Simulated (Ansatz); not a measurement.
## Electronic structure of H2···AsH3 (SMILES [H][H].[AsH3]) in real space

The calculation's input:

```
crystal:
  periodic: [false, false, false]
  atoms:
    - {symbol: H, position_ang: [0.380764, 0.421620, -2.558476]}
    - {symbol: H, position_ang: [-0.103014, -0.108206, -2.351541]}
    - {symbol: As, position_ang: [-0.441132, -0.485789, 0.915033]}
    - {symbol: H, position_ang: [-0.364348, -0.405427, 2.432930]}
    - {symbol: H, position_ang: [1.073583, -0.448265, 0.779789]}
    - {symbol: H, position_ang: [-0.545754, 1.026167, 0.782365]}
basis:
  gaussian: {orbitals: "def2-TZVPPD.json"}
hamiltonian: {xc: pbe0, dispersion: d4}
output: {orbitals: {seedname: orbitals}}
```

Run with:

```sh
ansatz run in.yaml --threads 2 --pin off --events-out ev --progress --plain --max-ram 5222MiB
```

Geometry: PBE0-D4/def2-TZVP.

Level of theory: Ansatz 0.2.0, RKS PBE0-D4/def2-TZVPPD.

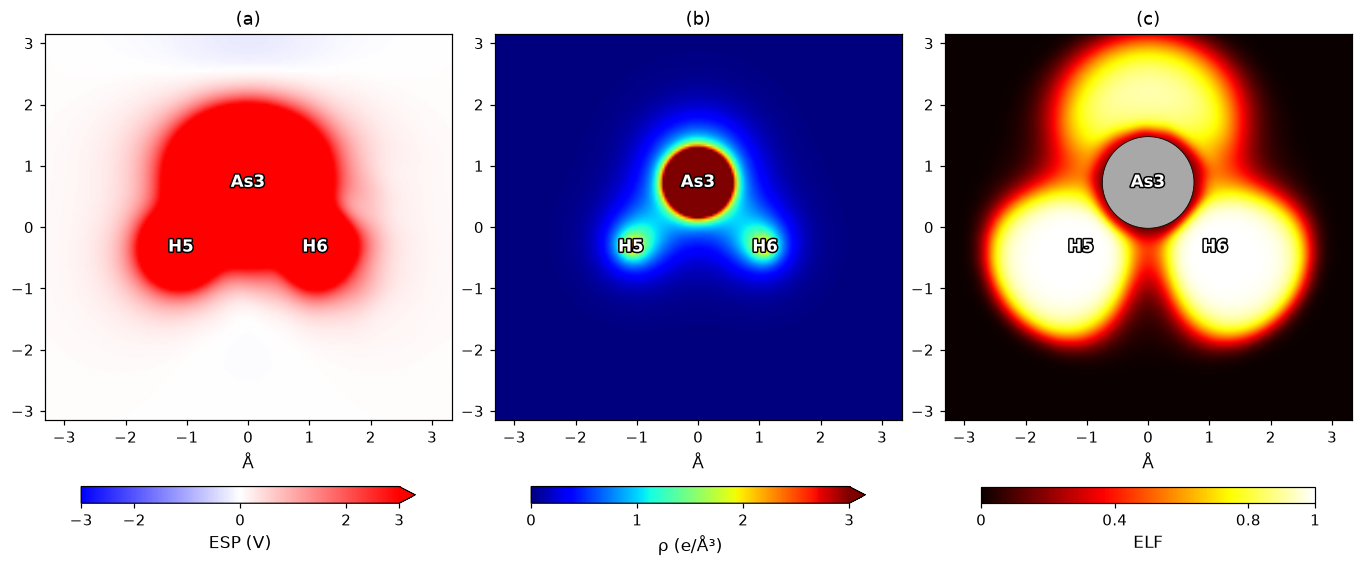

Figure 1. (a) electrostatic potential; (b) electron density; (c) ELF on the plane of atoms H5, As3 and H6. Grey discs cover the atomic cores in the ELF map.

Interpret the plot.

- Atoms in the plane: As and H.
- As–H (1.52 Å): the density is about 1.1 e/Å³ at the midpoint; the ELF climbs to about 1 towards the hydrogen, as it does in any bond to H.
- The ELF also peaks beside As3, away from the bonds: lone-pair regions.
- The potential has no marked negative region in this plane.

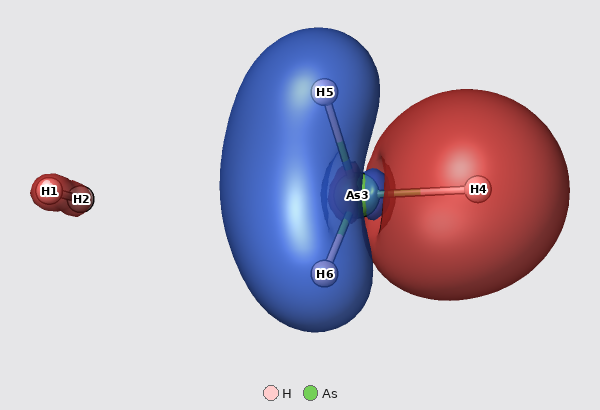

Figure 2. The HOMO−1 at ±0.1 Å⁻³ᐟ² (red and blue are the two phases), seen at a tilt.

Where does this orbital lie, and at what energy?

By Hirshfeld shares it lies mainly on As3 (about 50 %), H4 (about 30 %), H6 (about 10 %) and H5 (about 10 %). Its energy is −10.26 eV.

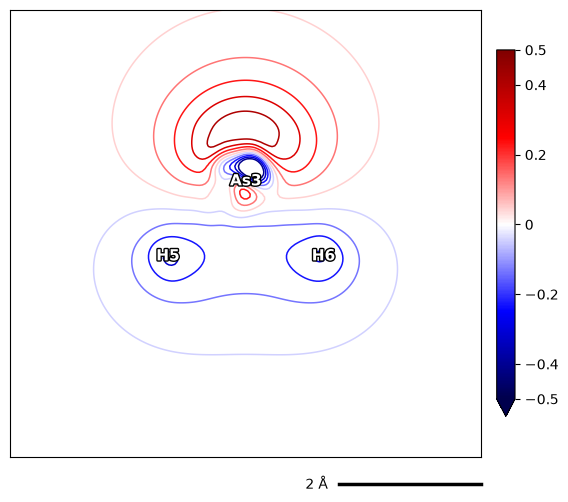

Figure 3. The HOMO on the plane of atoms H5, As3 and H6 (values in Å⁻³ᐟ²; the overall sign is arbitrary).

Describe this orbital and give its energy.

By Hirshfeld shares it lies mainly on As3 (about 80 %), H4 (about 5 %), H6 (about 5 %) and H5 (about 5 %); largely a lone pair of As3. Its energy is −7.82 eV.
